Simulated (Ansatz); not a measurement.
**Nudged elastic band, with input and output: SiPH$_{7}$O**

- system: SiPH$_{7}$O
- method: RKS PBE0-D4/def2-SVP (Ansatz 0.2.0)

It belongs to a series of runs on one base structure; here: band between the two ends.

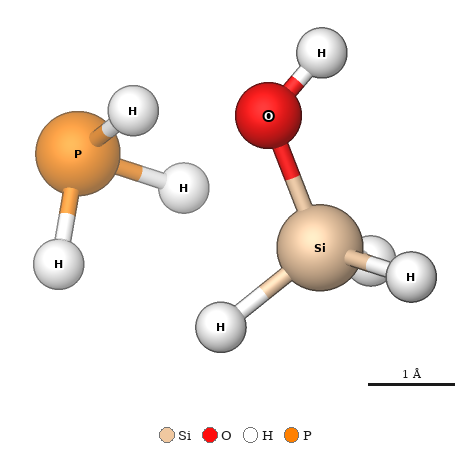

The structure as given in the input (ball-and-stick view, seen at a tilt). Bond lengths as drawn: H–O 0.96 Å, H–P 1.43 Å, H–Si 1.49 to 1.50 Å and O–Si 1.67 Å.

### Input file
```yaml
crystal:
  periodic: [false, false, false]
  atoms:
    - { symbol: Si, position_ang: [-0.255672, 0.345833, -0.003054] }
    - { symbol: O, position_ang: [-0.13442, 0.295711, 1.662193] }
    - { symbol: H, position_ang: [-0.953442, 0.193614, 2.155628] }
    - { symbol: H, position_ang: [1.134004, 0.473225, -0.516857] }
    - { symbol: H, position_ang: [-1.069137, 1.517736, -0.455123] }
    - { symbol: H, position_ang: [-0.892591, -0.891502, -0.55413] }
    - { symbol: P, position_ang: [1.823421, -2.990967, 1.34238] }
    - { symbol: H, position_ang: [0.722451, -3.35828, 0.506527] }
    - { symbol: H, position_ang: [2.480468, -2.275542, 0.293308] }
    - { symbol: H, position_ang: [1.166417, -1.821328, 1.832228] }
basis:
  gaussian: { orbitals: def2-SVP }
hamiltonian:
  xc: pbe0
  dispersion: d4
neb:
  order_check: false
  images: 5
  f_tol: 0.05
  max_iterations: 60
  final_atoms:
    - { symbol: Si, position_ang: [0.39408071, -0.23504045, -0.45220944] }
    - { symbol: O, position_ang: [-0.64073117, -0.34765699, 2.35730877] }
    - { symbol: H, position_ang: [-0.99258253, -1.2006828, 2.63531857] }
    - { symbol: H, position_ang: [0.96976159, -0.19815584, -1.83485861] }
    - { symbol: H, position_ang: [0.53320046, 1.12999719, 0.12910247] }
    - { symbol: H, position_ang: [-1.04087849, -0.62197977, -0.55682805] }
    - { symbol: P, position_ang: [1.56242985, -1.73286038, 0.80741674] }
    - { symbol: H, position_ang: [0.60908548, -2.78127583, 0.63128219] }
    - { symbol: H, position_ang: [2.40475575, -2.21153432, -0.24152445] }
    - { symbol: H, position_ang: [0.22237735, -0.31231081, 2.78809181] }
  initial_path:
    images:
      - { positions_ang: [[-0.255672, 0.345833, -0.003054], [-0.13442, 0.295711, 1.662193], [-0.953442, 0.193614, 2.155628], [1.134004, 0.473225, -0.516857], [-1.069137, 1.517736, -0.455123], [-0.892591, -0.891502, -0.55413], [1.823421, -2.990967, 1.34238], [0.722451, -3.35828, 0.506527], [2.480468, -2.275542, 0.293308], [1.166417, -1.821328, 1.832228]] }
      - { positions_ang: [[-0.16845925, 0.23320564, 0.00032844], [-0.09049592, 0.19284975, 1.78711808], [-0.94051295, 0.03102737, 2.22619645], [1.21760487, 0.31799577, -0.50233454], [-0.93777041, 1.41414541, -0.45999079], [-0.82315444, -0.98623202, -0.5341561], [1.64541433, -2.65085468, 1.15301682], [0.64466094, -3.28415868, 0.5510289], [2.47444141, -2.22019193, 0.19093695], [0.99977042, -1.55928665, 1.85095579]] }
      - { positions_ang: [[-0.0812465, 0.12057828, 0.00371088], [-0.04657183, 0.0899885, 1.91204316], [-0.92758389, -0.13155925, 2.2967649], [1.30120574, 0.16276655, -0.48781208], [-0.80640381, 1.31055483, -0.46485857], [-0.75371788, -1.08096204, -0.51418219], [1.46740765, -2.31074236, 0.96365363], [0.56687087, -3.21003736, 0.59553079], [2.46841482, -2.16484186, 0.0885659], [0.83312384, -1.29724529, 1.86968359]] }
      - { positions_ang: [[0.00596624, 0.00795091, 0.00709332], [-0.00264775, -0.01287274, 2.03696824], [-0.91465484, -0.29414588, 2.36733335], [1.3848066, 0.00753732, -0.47328962], [-0.67503722, 1.20696424, -0.46972636], [-0.68428133, -1.17569205, -0.49420829], [1.28940098, -1.97063003, 0.77429045], [0.48908081, -3.13591603, 0.64003269], [2.46238823, -2.10949179, -0.01380516], [0.66647727, -1.03520394, 1.88841138]] }
      - { positions_ang: [[0.13533773, -0.07304621, -0.1460076], [-0.21534222, -0.12446749, 2.14374841], [-0.94063074, -0.59632485, 2.45666176], [1.24645827, -0.06102707, -0.92714595], [-0.27229133, 1.18130856, -0.27011675], [-0.80314705, -0.99112129, -0.51508154], [1.38041061, -1.89137348, 0.78533255], [0.52908237, -3.01770263, 0.63711585], [2.4431774, -2.14350596, -0.08971159], [0.51844396, -0.79423956, 2.18830486]] }
      - { positions_ang: [[0.26470922, -0.15404333, -0.29910852], [-0.4280367, -0.23606224, 2.25052859], [-0.96660664, -0.89850383, 2.54599016], [1.10810993, -0.12959146, -1.38100228], [0.13045457, 1.15565288, -0.07050714], [-0.92201277, -0.80655053, -0.53595479], [1.47142023, -1.81211693, 0.79637464], [0.56908392, -2.89948923, 0.63419902], [2.42396658, -2.17752014, -0.16561802], [0.37041066, -0.55327519, 2.48819833]] }
      - { positions_ang: [[0.39408071, -0.23504045, -0.45220944], [-0.64073117, -0.34765699, 2.35730877], [-0.99258253, -1.2006828, 2.63531857], [0.96976159, -0.19815584, -1.83485861], [0.53320046, 1.12999719, 0.12910247], [-1.04087849, -0.62197977, -0.55682805], [1.56242985, -1.73286038, 0.80741674], [0.60908548, -2.78127583, 0.63128219], [2.40475575, -2.21153432, -0.24152445], [0.22237735, -0.31231081, 2.78809181]] }
```

Command:
```bash
ansatz run input.yaml --threads 2 --pin off --max-ram 3072MiB --backend cpu --events-out ev --progress --plain --runs-dir out
```

### The program's output
```
Engine: ansatz 0.2.0, aarch64-unknown-linux-gnu
Functional definition: PBE0
  parameter a = 0.25
  parameter kappa = 0.804
  parameter beta = 0.06672455060314922
  exchange = (1 - a)*pbe_x(kappa = kappa, mu = beta*pi^2/3) + a*exact_x
  correlation = pbe_c(beta = beta)
877 factors; integrals over basis functions are off by at most 4.0e-4 eV
mean field evaluation 1: about -19308.0558 eV, gradient 4.4e1 eV
mean field evaluation 2: about -19302.3842 eV, gradient 7.0e1 eV
mean field evaluation 4: about -19311.4298 eV, gradient 9.9e-1 eV
mean field evaluation 8: about -19311.4331 eV, gradient 7.3e-3 eV
mean field -19311.43308596 eV, -709.6820761495 hartree, gradient 4.6e-5 eV, S^2 0.000000; 0 other end points of the search recorded, 0 dependent functions left out
the calculation of the forces begins
reference -19311.43311223 eV, -709.6820771151 hartree; 22, 22 occupied and 63, 63 virtual orbitals, 877 factors
879 factors; integrals over basis functions are off by at most 1.0e-3 eV
mean field evaluation 16: about -19310.9871 eV, gradient 2.9e0 eV
mean field -19311.00798984 eV, -709.6664541553 hartree, gradient 1.8e-5 eV, S^2 0.000000; 0 other end points of the search recorded, 0 dependent functions left out
[... from here on the field's lines of each further geometry are left out, up to the last ...]
NEB iter   1: max|band force component| = 5.282e0 eV/Å  barrier→ = 3.6338 eV  barrier← = 3.2333 eV  Δτ_max = 0.2000 Å  (159 SCF iters)
NEB iter   2: max|band force component| = 1.836e0 eV/Å  barrier→ = 2.9029 eV  barrier← = 2.5023 eV  Δτ_max = 0.1949 Å  (132 SCF iters)
NEB iter   3: max|band force component| = 1.206e0 eV/Å  barrier→ = 2.3732 eV  barrier← = 1.9727 eV  Δτ_max = 0.2000 Å  (131 SCF iters)
NEB iter   4: max|band force component| = 1.912e0 eV/Å  barrier→ = 2.0548 eV  barrier← = 1.6543 eV  Δτ_max = 0.1003 Å  (125 SCF iters)
NEB iter   5: max|band force component| = 9.993e-1 eV/Å  barrier→ = 1.7623 eV  barrier← = 1.3618 eV  Δτ_max = 0.1001 Å  (117 SCF iters)
NEB iter   6: max|band force component| = 5.023e-1 eV/Å  barrier→ = 1.7891 eV  barrier← = 1.3886 eV  Δτ_max = 0.1002 Å  (122 SCF iters)
NEB iter   7: max|band force component| = 9.607e-1 eV/Å  barrier→ = 1.8669 eV  barrier← = 1.4664 eV  CI = image 2  Δτ_max = 0.2000 Å  (124 SCF iters)
NEB iter   8: max|band force component| = 1.289e0 eV/Å  barrier→ = 2.1204 eV  barrier← = 1.7199 eV  CI = image 2  Δτ_max = 0.0989 Å  (128 SCF iters)
NEB iter   9: max|band force component| = 1.128e0 eV/Å  barrier→ = 2.0342 eV  barrier← = 1.6337 eV  CI = image 2  Δτ_max = 0.0737 Å  (119 SCF iters)
NEB iter  10: max|band force component| = 6.811e-1 eV/Å  barrier→ = 2.0073 eV  barrier← = 1.6068 eV  CI = image 2  Δτ_max = 0.0535 Å  (120 SCF iters)
NEB iter  11: max|band force component| = 5.544e-1 eV/Å  barrier→ = 1.9818 eV  barrier← = 1.5813 eV  CI = image 2  Δτ_max = 0.0986 Å  (114 SCF iters)
NEB iter  12: max|band force component| = 3.991e-1 eV/Å  barrier→ = 1.9501 eV  barrier← = 1.5496 eV  CI = image 2  Δτ_max = 0.1001 Å  (115 SCF iters)
NEB iter  13: max|band force component| = 1.445e-1 eV/Å  barrier→ = 1.9339 eV  barrier← = 1.5334 eV  CI = image 2  Δτ_max = 0.1976 Å  (117 SCF iters)
NEB iter  14: max|band force component| = 2.265e-1 eV/Å  barrier→ = 1.9274 eV  barrier← = 1.5269 eV  CI = image 2  Δτ_max = 0.1003 Å  (119 SCF iters)
NEB iter  15: max|band force component| = 5.117e-1 eV/Å  barrier→ = 1.9241 eV  barrier← = 1.5235 eV  CI = image 2  Δτ_max = 0.0502 Å  (119 SCF iters)
NEB iter  16: max|band force component| = 3.477e-1 eV/Å  barrier→ = 1.9218 eV  barrier← = 1.5212 eV  CI = image 2  Δτ_max = 0.0520 Å  (113 SCF iters)
NEB iter  17: max|band force component| = 3.729e-1 eV/Å  barrier→ = 1.9206 eV  barrier← = 1.5201 eV  CI = image 2  Δτ_max = 0.0251 Å  (113 SCF iters)
NEB iter  18: max|band force component| = 1.552e-1 eV/Å  barrier→ = 1.9200 eV  barrier← = 1.5195 eV  CI = image 2  Δτ_max = 0.0502 Å  (113 SCF iters)
NEB iter  19: max|band force component| = 8.011e-2 eV/Å  barrier→ = 1.9193 eV  barrier← = 1.5188 eV  CI = image 2  Δτ_max = 0.0501 Å  (112 SCF iters)
NEB iter  20: max|band force component| = 1.776e-1 eV/Å  barrier→ = 1.9187 eV  barrier← = 1.5182 eV  CI = image 2  Δτ_max = 0.0250 Å  (112 SCF iters)
NEB iter  21: max|band force component| = 9.850e-2 eV/Å  barrier→ = 1.9183 eV  barrier← = 1.5178 eV  CI = image 2  Δτ_max = 0.0250 Å  (113 SCF iters)
NEB iter  22: max|band force component| = 8.192e-2 eV/Å  barrier→ = 1.9179 eV  barrier← = 1.5174 eV  CI = image 2  Δτ_max = 0.0250 Å  (111 SCF iters)
NEB iter  23: max|band force component| = 5.017e-2 eV/Å  barrier→ = 1.9178 eV  barrier← = 1.5172 eV  CI = image 2  Δτ_max = 0.0250 Å  (109 SCF iters)
the calculation of the forces begins
reference -19311.01512588 eV, -709.6667163998 hartree; 22, 22 occupied and 63, 63 virtual orbitals, 880 factors
879 factors; integrals over basis functions are off by at most 1.0e-3 eV
mean field evaluation 800: about -19307.2155 eV, gradient 3.5e1 eV
mean field -19309.48561769 eV, -709.6105080106 hartree, gradient 1.8e-5 eV, S^2 0.000000; 1 other end points of the search recorded, 0 dependent functions left out
the calculation of the forces begins
reference -19309.48564243 eV, -709.6105089198 hartree; 22, 22 occupied and 63, 63 virtual orbitals, 879 factors
NEB iter  24: max|band force component| = 4.944e-2 eV/Å  barrier→ = 1.9177 eV  barrier← = 1.5171 eV  CI = image 2  Δτ_max = 0.0000 Å  (227 SCF iters)
```

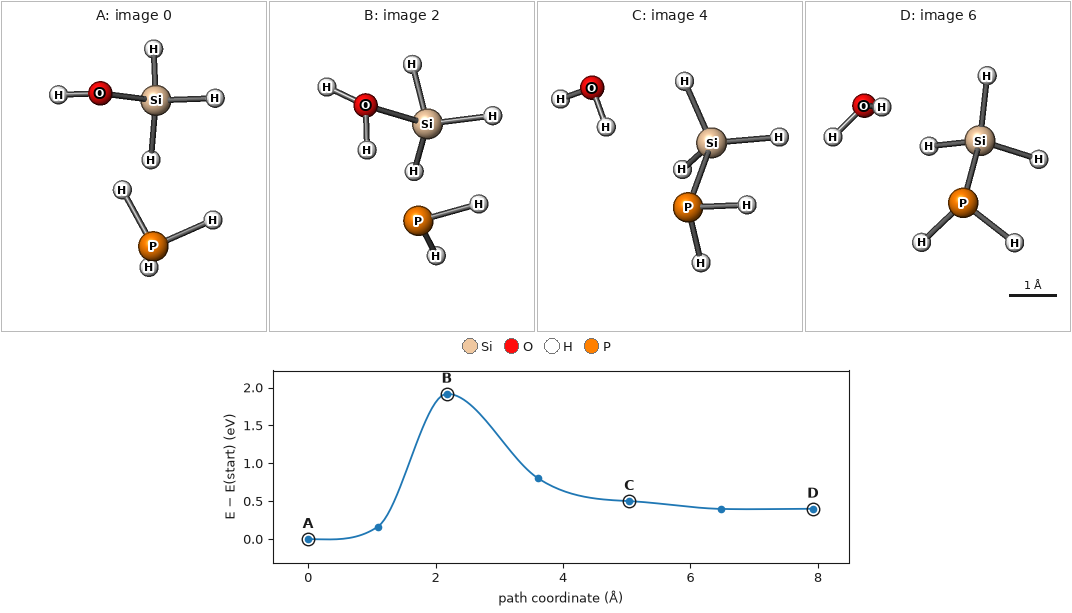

Images of the last band (counted from 0; ball-and-stick, seen at a tilt) above the energy along the path; the line is a cubic interpolation that uses the forces. The highest image is number 2, 1.918 eV above the start and 1.517 eV above the end (the climbing image); the end lies 0.401 eV above the start. The path is 7.93 Å long. The band converged in 24 iterations.

```
Total energy: -19309.64619607 eV, -709.6164091573 hartree
Atom 0 at     0.017491    -0.210720    -0.004320 Å, force    -0.001486     0.009421     0.001046 eV/Å
Atom 1 at     0.074628    -0.035893     1.845209 Å, force     0.005080    -0.030972     0.001543 eV/Å
Atom 2 at    -0.689346     0.295335     2.349713 Å, force    -0.001398     0.001783     0.000866 eV/Å
Atom 3 at     1.244950     0.083025    -0.788170 Å, force    -0.000965    -0.003456    -0.001549 eV/Å
Atom 4 at    -0.757700     1.087701    -0.060605 Å, force    -0.000128     0.002390    -0.001679 eV/Å
Atom 5 at    -0.942260    -1.192855    -0.577983 Å, force     0.002908     0.000138     0.006170 eV/Å
Atom 6 at     1.357739    -2.450496     1.102094 Å, force     0.003042    -0.006656     0.010129 eV/Å
Atom 7 at     0.750890    -3.082543    -0.016399 Å, force    -0.000251    -0.001327    -0.006394 eV/Å
Atom 8 at     2.513597    -1.980669     0.419231 Å, force    -0.000371     0.001636    -0.000914 eV/Å
Atom 9 at     0.451509    -1.024385     1.994330 Å, force    -0.006432     0.027045    -0.009218 eV/Å
Dipole moment:    -0.446452     0.464999     0.249446 e Å
this run last wrote the band of iteration 24 to [file]
```

### The last band as extended XYZ (Å, eV, eV/Å)
```
10
Properties=species:S:1:pos:R:3:forces:R:3 image=0 energy=-19311.56383
Si   -0.2557    0.3458   -0.0031   -0.0041  -0.0064   0.0114
O    -0.1344    0.2957    1.6622   -0.0017   0.0013  -0.0075
H    -0.9534    0.1936    2.1556    0.0037   0.0006  -0.0044
H     1.1340    0.4732   -0.5169   -0.0021   0.0018   0.0006
H    -1.0691    1.5177   -0.4551    0.0020   0.0049  -0.0002
H    -0.8926   -0.8915   -0.5541    0.0012  -0.0015  -0.0002
P     1.8234   -2.9910    1.3424   -0.0065   0.0072  -0.0295
H     0.7225   -3.3583    0.5065    0.0194   0.0083   0.0132
H     2.4805   -2.2755    0.2933   -0.0107  -0.0141   0.0166
H     1.1664   -1.8213    1.8322   -0.0012  -0.0021   0.0000
10
Properties=species:S:1:pos:R:3:forces:R:3 image=1 energy=-19311.40191
Si   -0.1727    0.0805    0.0436   -0.1343   0.1964   0.0147
O     0.0140    0.1306    1.7121   -0.0126   0.1189  -0.0665
H    -0.7592    0.3403    2.2444   -0.0418   0.0403  -0.0797
H     1.1711    0.1164   -0.5985   -0.0469   0.0124   0.1266
H    -0.9412    1.2960   -0.3289   -0.1127   0.1467  -0.1838
H    -0.9228   -1.1177   -0.4508    0.0068   0.0571   0.0891
P     1.5793   -2.7647    1.2507    0.1408  -0.2187   0.1074
H     0.7425   -2.9969    0.1144   -0.0265   0.0534   0.0880
H     2.4863   -1.9459    0.5100   -0.0245   0.0100   0.0564
H     0.8242   -1.6502    1.7660    0.2517  -0.4166  -0.1522
10
Properties=species:S:1:pos:R:3:forces:R:3 image=2 energy=-19309.64617
Si    0.0175   -0.2107   -0.0043   -0.0015   0.0094   0.0010
O     0.0746   -0.0359    1.8452    0.0051  -0.0310   0.0015
H    -0.6893    0.2953    2.3497   -0.0014   0.0018   0.0009
H     1.2450    0.0830   -0.7882   -0.0010  -0.0035  -0.0015
H    -0.7577    1.0877   -0.0606   -0.0001   0.0024  -0.0017
H    -0.9423   -1.1929   -0.5780    0.0029   0.0001   0.0062
P     1.3577   -2.4505    1.1021    0.0030  -0.0067   0.0101
H     0.7509   -3.0825   -0.0164   -0.0003  -0.0013  -0.0064
H     2.5136   -1.9807    0.4192   -0.0004   0.0016  -0.0009
H     0.4515   -1.0244    1.9943   -0.0064   0.0270  -0.0092
10
Properties=species:S:1:pos:R:3:forces:R:3 image=3 energy=-19310.76117
Si    0.1239   -0.4790   -0.3458    0.0616  -0.1797  -0.1804
O     0.2587    0.1654    2.4983    0.1472   0.1187   0.3682
H    -0.6896    0.3183    2.4329   -0.0261   0.0221   0.0524
H     1.2443    0.1277   -1.1145   -0.0173   0.0115  -0.2187
H    -0.6551    0.6637    0.2148    0.0515  -0.2237   0.1621
H    -0.8662   -1.2044   -1.1935    0.0473  -0.0034  -0.3143
P     1.0495   -2.2026    0.8878   -0.1631   0.1298  -0.1582
H     0.8238   -3.1690   -0.1332    0.0428  -0.0326  -0.0407
H     2.3988   -1.9305    0.5087   -0.0868   0.0386   0.0377
H     0.3335   -0.8012    2.5076   -0.0570   0.1188   0.2920
10
Properties=species:S:1:pos:R:3:forces:R:3 image=4 energy=-19311.06249
Si    0.2665   -0.4598   -0.6069   -0.0085  -0.0011   0.0093
O    -0.1617    0.1732    2.9051    0.0116   0.0195   0.0218
H    -1.0816   -0.1099    2.8775   -0.0057  -0.0172   0.0017
H     1.1777   -0.1120   -1.7382   -0.0100  -0.0298  -0.0309
H    -0.0238    0.7537    0.2037    0.0416   0.0018  -0.0119
H    -1.0104   -1.0107   -1.1543   -0.0176   0.0100   0.0134
P     1.1371   -2.0609    0.7567   -0.0083   0.0004  -0.0009
H     0.9002   -3.1455   -0.1387    0.0197   0.0054  -0.0320
H     2.4940   -1.8835    0.3543    0.0006   0.0218   0.0309
H     0.3235   -0.6562    2.8039   -0.0233  -0.0108  -0.0014
10
Properties=species:S:1:pos:R:3:forces:R:3 image=5 energy=-19311.16528
Si    0.3245   -0.3630   -0.4544    0.0005  -0.0024   0.0061
O    -0.5101   -0.0209    2.6127   -0.0086  -0.0185  -0.0060
H    -1.2739   -0.5995    2.7135   -0.0090   0.0031  -0.0110
H     0.7932   -0.4026   -1.8753   -0.0057  -0.0106  -0.0043
H     0.6266    0.9776    0.1149    0.0133  -0.0058  -0.0100
H    -1.1396   -0.6485   -0.4432    0.0001   0.0199   0.0393
P     1.3545   -1.9731    0.7789    0.0061   0.0077  -0.0061
H     0.9724   -3.0436   -0.0851    0.0051  -0.0017  -0.0017
H     2.6397   -1.8098    0.1805    0.0047   0.0032  -0.0003
H     0.2343   -0.6279    2.7206   -0.0066   0.0052  -0.0060
10
Properties=species:S:1:pos:R:3:forces:R:3 image=6 energy=-19311.16330
Si    0.3941   -0.2350   -0.4522    0.0001  -0.0035   0.0002
O    -0.6407   -0.3477    2.3573    0.0043   0.0047   0.0048
H    -0.9926   -1.2007    2.6353   -0.0018  -0.0062  -0.0031
H     0.9698   -0.1982   -1.8349   -0.0005  -0.0004  -0.0024
H     0.5332    1.1300    0.1291    0.0018   0.0009  -0.0004
H    -1.0409   -0.6220   -0.5568    0.0006  -0.0013   0.0015
P     1.5624   -1.7329    0.8074   -0.0128  -0.0091   0.0050
H     0.6091   -2.7813    0.6313   -0.0047   0.0081   0.0044
H     2.4048   -2.2115   -0.2415    0.0135   0.0057  -0.0073
H     0.2224   -0.3123    2.7881   -0.0006   0.0010  -0.0027
```

### Summary

| quantity | value |
| --- | --- |
| outcome | converged |
| barrier, forward | 1.918 eV |
| barrier, backward | 1.517 eV |
| hardware | 2 threads of Arm Neoverse V1, 24 GiB of memory available, shared host |
| wall time | 3.1 min (CPU time 5.9 min) |
| peak memory | 0.16 GiB |

The order of the saddle point was not checked.
